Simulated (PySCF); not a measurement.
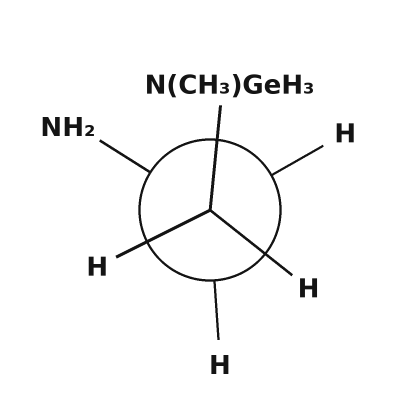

A Newman projection along the C–C bond, carbon in front; angles are drawn as computed, but eclipsed bonds slightly apart. The geometry was computed by an optimisation with PBE0-D3(BJ)/def2-SVP. No frequency run is at hand to confirm it as a minimum.

**Which molecule is it?**

C3H12GeN2, C[N]([GeH3])CCN

**What is the torsion angle from the front N(CH3)GeH3 to the back NH2? The sign is positive where the front bond must turn clockwise to cover the back bond.**

−63°, synclinal (gauche). The conformation about this bond is staggered.
